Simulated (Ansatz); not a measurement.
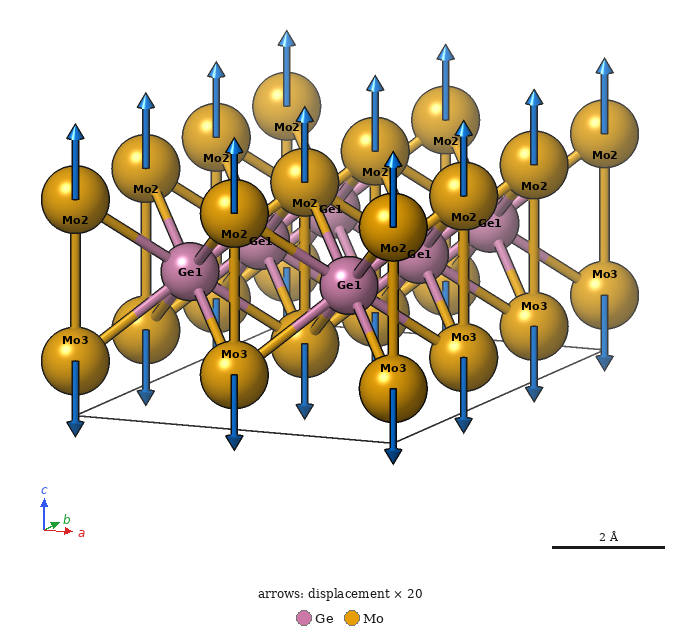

A relaxation of a free-standing layer of GeMo2 (a generated structure, set up in P4/mmm) (coarse preliminary run). The starting structure is drawn; blue arrows show the displacements (the part carried along by the change of the cell is left out), 20 times their true length.

Style: ball-and-stick. Shown: the 2 × 3 repeat of the cell, outlined in the plane, without the vacuum, slightly off an axis.

Theory: DFT PBE, scalar-relativistic, plane waves, PAW in Ansatz.

Input file:
```yaml
crystal:
  lattice:
    - [3.117399, 0.0, 0.0]
    - [0.0, 3.117399, 0.0]
    - [0.0, 0.0, 17.0]
  atoms:
    - { symbol: Ge, position: [0.5, 0.5, 0.5] }
    - { symbol: Mo, position: [0.0, 0.0, 0.58679759] }
    - { symbol: Mo, position: [0.0, 0.0, 0.41320241] }
  periodic: [true, true, false]
basis:
  ecutwfc: 420
kpoints:
  mp_grid: { grid: [6, 6, 1] }
hamiltonian:
  xc: pbe
scf:
  occupations: { method: gaussian, width: 0.1 }
  lower_state_search: "off"
output:
  forces: true
  stress: true
  eigenvalues: true
relax:
  adjacent_minimum: "off"
  f_tol: 0.04
  max_steps: 70
  cell: { stress_2d_tol: 0.16 }
```

Command:
```bash
ansatz run input.yaml --threads 1 --pin off --max-ram 2048MiB --backend cpu --events-out ev --progress --plain --runs-dir out
```

Describe the change and its energy.

Answer. After 3 accepted moves (5 points after the start) the energy has fallen by 0.401 eV per cell of the calculation. The largest force component goes from 0.88 to 0.013 eV/Å. The line search rejected the trial step at point 3 of the run. At 1 point the geometry stayed and the basis and grid were re-selected for the new cell (energy shift of 1.6 meV per cell of the calculation at most each time). The largest moves, 0.070 Å, are those of Mo2 and Mo3. Mo3 goes along the normal (−c). Ge stays in place. In the plane the drawn cell goes a 6.235 → 5.833 Å (−6.5 %), b 9.352 → 8.749 Å (−6.5 %). Some distances before and after: Mo2–Mo2 3.117 → 2.916 Å, Mo2–Mo3 2.951 → 3.092 Å, Ge1–Mo2 2.653 → 2.577 Å. Bond angles that change, for instance: Ge1–Mo2–Ge1 112.4° → 106.3°, Ge1–Mo2–Ge1 72.0° → 68.9°. The program noted that it reset the height of the cell. The run took 24 s on 1 thread of Intel(R) Xeon(R) 6975P-C (Granite Rapids), with other jobs on the host, peak memory 0.53 GiB.
